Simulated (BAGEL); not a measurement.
**One shape, several levels: singlet CH5GeS+**

Aim: a comparison of 5 runs (HF/STO-3G, B3LYP/6-31G*, B3LYP/cc-pVDZ, PBE0/cc-pVDZ, RI-MP2/cc-pVDZ) of singlet CH5GeS+. 

Program for the calculation: BAGEL 1.2.2.

## 1. The structure to begin with

CH5GeS+ has 8 atoms, charge +1, and is taken as a singlet. SMILES of the parent species: `[CH3][GeH][SH]`. Geometry: relaxed at PBE0-D4/def2-TZVP. This is one conformer, not always the lowest. That shape belongs to the parent species and isn't relaxed for this state.

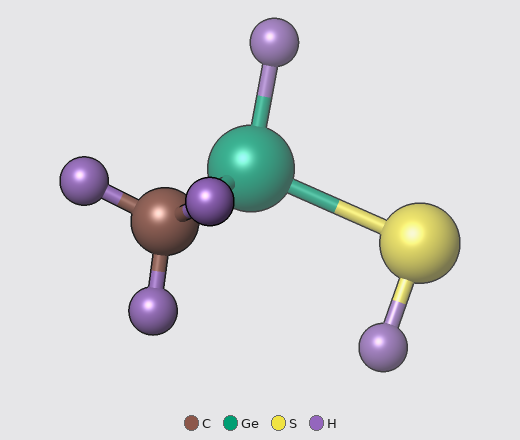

The structure, seen from a chosen angle (carbon brown, germanium teal, sulfur yellow, hydrogen purple).

## 2. A single-point energy at HF/STO-3G (density fitting with qzvpp-jkfit) (run 1)

input.json reads:

```json
{ "bagel": [

{
  "title": "molecule",
  "basis": "sto-3g",
  "df_basis": "qzvpp-jkfit",
  "angstrom": "true",
  "geometry": [
    { "atom": "C", "xyz": [      -0.733300,       0.635200,      -0.565800 ] },
    { "atom": "Ge", "xyz": [       0.934600,      -0.393300,      -0.399900 ] },
    { "atom": "S", "xyz": [       1.033800,      -1.391600,       1.591200 ] },
    { "atom": "H", "xyz": [      -0.786300,       1.357800,       0.251000 ] },
    { "atom": "H", "xyz": [      -1.594800,      -0.030400,      -0.515000 ] },
    { "atom": "H", "xyz": [      -0.745800,       1.162700,      -1.520400 ] },
    { "atom": "H", "xyz": [       2.173100,       0.541200,      -0.392200 ] },
    { "atom": "H", "xyz": [      -0.189100,      -1.938700,       1.495000 ] }
  ]
},

{ "title": "hf", "charge": 1 },

{ "title": "print", "file": "orbitals.molden", "orbitals": "true" }

]}
```

Launch:

```sh
$ BAGEL_NUM_THREADS=1 BAGEL input.json > input.out
```

Output:

```text
* using 1 threads per process

  ===============================================================
  ===============================================================

  *** Geometry ***

  { "atom" : "C", "xyz" : [     -1.385736,      1.200354,     -1.069207 ] },
  { "atom" : "Ge", "xyz" : [      1.766138,     -0.743229,     -0.755701 ] },
  { "atom" : "S", "xyz" : [      1.953599,     -2.629743,      3.006932 ] },
[... 4 lines of this table left out ...]
  { "atom" : "H", "xyz" : [     -0.357347,     -3.663612,      2.825141 ] },

  Number of auxiliary basis functions:      559

  Since a DF basis is specified, we compute 2- and 3-index integrals:
    o Being stored without compression. Storage requirement is 0.006 GB

  Number of basis functions:       37
  Number of electrons      :       59

    * METHOD: MOLECULE                             0.17

  *** RHF ***

  === Nuclear Repulsion ===
   253.5363807056

      * DIIS with orbital gradients will be used.

  === RHF iteration (sto-3g) ===
      0      -2484.99086968          0.00909264           0.03
      1      -2485.03450317          0.00450909           0.02
      2      -2485.04613162          0.00090765           0.03
[... 12 lines of this table left out ...]
     15      -2485.04717037          0.00000001           0.03
    * SCF iteration converged.

    * Permanent dipole moment:
           (    0.255666,     0.229393,     0.715140) a.u.

    * METHOD: HF                                   0.51

    * METHOD: PRINT                                0.00

  ===============================================================
```

It took 0.98 s on 1 thread of Intel Xeon 6975P-C (Granite Rapids), shared host; peak memory 0.08 GiB.

## 3. The energy at B3LYP/6-31G(d) (density fitting with qzvpp-jkfit, spherical functions) (run 2)

input.json reads:

```json
{ "bagel": [

{
  "title": "molecule",
  "basis": "6-31gs.json",
  "df_basis": "qzvpp-jkfit",
  "angstrom": "true",
  "geometry": [
    { "atom": "C", "xyz": [   -0.733300,    0.635200,   -0.565800 ] },
    { "atom": "Ge", "xyz": [    0.934600,   -0.393300,   -0.399900 ] },
    { "atom": "S", "xyz": [    1.033800,   -1.391600,    1.591200 ] },
    { "atom": "H", "xyz": [   -0.786300,    1.357800,    0.251000 ] },
    { "atom": "H", "xyz": [   -1.594800,   -0.030400,   -0.515000 ] },
    { "atom": "H", "xyz": [   -0.745800,    1.162700,   -1.520400 ] },
    { "atom": "H", "xyz": [    2.173100,    0.541200,   -0.392200 ] },
    { "atom": "H", "xyz": [   -0.189100,   -1.938700,    1.495000 ] }
  ]
},
{ "title": "ks", "xc_func": "b3lyp", "charge": 1 },
{ "title": "print", "file": "orbitals.molden", "orbitals": "true" }

]}
```

The basis set 6-31G* is read from a file made from the Basis Set Exchange's data (not shown).

Launch:

```sh
$ BAGEL_NUM_THREADS=1 BAGEL input.json > input.out
```

Output:

```text
* using 1 threads per process

  ===============================================================
  ===============================================================

  *** Geometry ***

  { "atom" : "C", "xyz" : [     -1.385736,      1.200354,     -1.069207 ] },
  { "atom" : "Ge", "xyz" : [      1.766138,     -0.743229,     -0.755701 ] },
  { "atom" : "S", "xyz" : [      1.953599,     -2.629743,      3.006932 ] },
[... 4 lines of this table left out ...]
  { "atom" : "H", "xyz" : [     -0.357347,     -3.663612,      2.825141 ] },

  Number of auxiliary basis functions:      559

  Since a DF basis is specified, we compute 2- and 3-index integrals:
    o Being stored without compression. Storage requirement is 0.024 GB

  Number of basis functions:       74
  Number of electrons      :       59

    * METHOD: MOLECULE                             0.24

  *** Kohn-Sham DFT ***

    * Removing 13733 points whose weight is below 1.00e-10
    * Grid points: 105515

  === Nuclear Repulsion ===
   253.5363807056

       - DIIS with orbital gradients will be used.

  === KS iteration (b3lyp / 6-31gs.json) ===
      0      -2430.57206645          0.10910499           0.36
      1      -2225.99241210          0.23210231           0.35
      2      -2425.98434414          0.11471135           0.33
[... 24 lines of this table left out ...]
     27      -2515.77110560          0.00000000           0.31
    * SCF iteration converged.

    * Permanent dipole moment:
           (    0.627808,    -0.144203,     0.532651) a.u.

    * METHOD: KS                                   9.29

    * METHOD: PRINT                                0.01

  ===============================================================
```

It took 9.9 s on 1 thread of Intel Xeon 6975P-C (Granite Rapids), shared host; peak memory 0.42 GiB.

Run 3 isn't shown in full; the table further down has it.

## 4. A single-point energy at PBE0/cc-pVDZ (density fitting with qzvpp-jkfit) (run 4)

Edit input.json of step 3 so:

```diff
@@ -4,3 +4,3 @@
   "title": "molecule",
-  "basis": "6-31gs.json",
+  "basis": "cc-pvdz.json",
   "df_basis": "qzvpp-jkfit",
@@ -18,3 +18,3 @@
 },
-{ "title": "ks", "xc_func": "b3lyp", "charge": 1 },
+{ "title": "ks", "xc_func": "pbe0", "charge": 1 },
 { "title": "print", "file": "orbitals.molden", "orbitals": "true" }
```

The basis set cc-pVDZ is read from a file made from the Basis Set Exchange's data (not shown).

Launch:

```sh
$ BAGEL_NUM_THREADS=1 BAGEL input.json > input.out
```

Output:

```text
* using 1 threads per process

  ===============================================================
  ===============================================================

  *** Geometry ***

  { "atom" : "C", "xyz" : [     -1.385736,      1.200354,     -1.069207 ] },
  { "atom" : "Ge", "xyz" : [      1.766138,     -0.743229,     -0.755701 ] },
  { "atom" : "S", "xyz" : [      1.953599,     -2.629743,      3.006932 ] },
[... 4 lines of this table left out ...]
  { "atom" : "H", "xyz" : [     -0.357347,     -3.663612,      2.825141 ] },

  Number of auxiliary basis functions:      559

  Since a DF basis is specified, we compute 2- and 3-index integrals:
    o Being stored without compression. Storage requirement is 0.032 GB

  Number of basis functions:       84
  Number of electrons      :       59

    * METHOD: MOLECULE                             0.24

  *** Kohn-Sham DFT ***

    * Removing 13733 points whose weight is below 1.00e-10
    * Grid points: 105515

  === Nuclear Repulsion ===
   253.5363807056

       - DIIS with orbital gradients will be used.

  === KS iteration (pbe0 / cc-pvdz.json) ===
      0      -2492.84173611          0.08616062           0.37
      1      -2369.22630352          0.21053947           0.41
      2      -2491.55900302          0.13027491           0.36
[... 16 lines of this table left out ...]
     19      -2515.53278605          0.00000000           0.36
    * SCF iteration converged.

    * Permanent dipole moment:
           (    0.598580,    -0.130465,     0.589067) a.u.

    * METHOD: KS                                   7.89

    * METHOD: PRINT                                0.01

  ===============================================================
```

It took 8.7 s on 1 thread of Intel Xeon 6975P-C (Granite Rapids), shared host; peak memory 0.46 GiB.

## 5. The energy at RI-MP2/cc-pVDZ (density fitting with qzvpp-jkfit) (run 5)

calc.json reads:

```json
{ "bagel": [

{
  "title": "molecule",
  "basis": "cc-pvdz.json",
  "df_basis": "qzvpp-jkfit",
  "angstrom": true,
  "geometry": [
    { "atom": "C", "xyz": [      -0.733300,       0.635200,      -0.565800 ] },
    { "atom": "Ge", "xyz": [       0.934600,      -0.393300,      -0.399900 ] },
    { "atom": "S", "xyz": [       1.033800,      -1.391600,       1.591200 ] },
    { "atom": "H", "xyz": [      -0.786300,       1.357800,       0.251000 ] },
    { "atom": "H", "xyz": [      -1.594800,      -0.030400,      -0.515000 ] },
    { "atom": "H", "xyz": [      -0.745800,       1.162700,      -1.520400 ] },
    { "atom": "H", "xyz": [       2.173100,       0.541200,      -0.392200 ] },
    { "atom": "H", "xyz": [      -0.189100,      -1.938700,       1.495000 ] }
  ]
},

{ "title": "hf", "charge": 1 },

{ "title": "mp2", "charge": 1, "ncore": 15 }

]}
```

The basis set cc-pVDZ is read from a file made from the Basis Set Exchange's data (not shown).

Launch:

```sh
$ BAGEL_NUM_THREADS=1 BAGEL calc.json > calc.out
```

Output:

```text
* using 1 threads per process

  ===============================================================
  ===============================================================

  *** Geometry ***

  { "atom" : "C", "xyz" : [     -1.385736,      1.200354,     -1.069207 ] },
  { "atom" : "Ge", "xyz" : [      1.766138,     -0.743229,     -0.755701 ] },
  { "atom" : "S", "xyz" : [      1.953599,     -2.629743,      3.006932 ] },
[... 4 lines of this table left out ...]
  { "atom" : "H", "xyz" : [     -0.357347,     -3.663612,      2.825141 ] },

[... 23 lines left out ...]
    * SCF iteration converged.
[... 1 line left out ...]
    * Permanent dipole moment:
[... 2 lines left out ...]
    * METHOD: HF                                   1.32

  *** RHF ***

  === Nuclear Repulsion ===
   253.5363807056

      * DIIS with orbital gradients will be used.

  === RHF iteration (cc-pvdz.json) ===
      0      -2513.36815618          0.00000000           0.07
    * SCF iteration converged.

    * Permanent dipole moment:
           (    0.570948,    -0.122989,     0.951286) a.u.

  === DF-MP2 calculation ===

    * freezing 15 orbitals
    * 3-index integral transformation done
    * assembly done

      MP2 correlation energy:   -0.3818351127      0.03

      MP2 total energy:       -2513.7499912942

    * METHOD: MP2                                  0.19

  ===============================================================
```

Wall time 2.1 s (1 thread of Intel Xeon 6975P-C (Granite Rapids), shared host); peak memory 0.14 GiB.

## 6. Overview of the runs

| run | level | frozen core orbitals | energy (Eh) | HOMO energy (eV) | LUMO energy (eV) | HOMO–LUMO gap (eV) | wall time |
| --- | --- | --- | --- | --- | --- | --- | --- |
| 1 | HF/STO-3G (density fitting with qzvpp-jkfit) | – | -2485.047170 | -14.15 | -4.51 | 9.64 | 0.98 s |
| 2 | B3LYP/6-31G* (density fitting with qzvpp-jkfit, spherical functions) | – | -2515.771106 | -13.37 | -10.00 | 3.37 | 9.9 s |
| 3 | B3LYP/cc-pVDZ (density fitting with qzvpp-jkfit) | – | -2516.050651 | -13.37 | -9.99 | 3.38 | 11 s |
| 4 | PBE0/cc-pVDZ (density fitting with qzvpp-jkfit) | – | -2515.532786 | -13.59 | -9.79 | 3.81 | 8.7 s |
| 5 | RI-MP2/cc-pVDZ (density fitting with qzvpp-jkfit) | 15 | -2513.749991 | – | – | – | 2.1 s |

## 7. Summary of results

```
                                           quantity           value
                                run 5: total energy  -2513.74999 Eh
run 5: correlation energy (15 core orbitals frozen)      -381.8 mEh
```

Over runs 1, 2, 3, 4 the HOMO–LUMO gap runs from 3.37 eV (B3LYP/6-31G*) to 9.64 eV (HF/STO-3G). The two ends differ in method and basis. Totals of different functionals can't be ranked against each other. In run 1 the basis is minimal, so the values are rough. All runs together took 32 s, the longest 11 s.
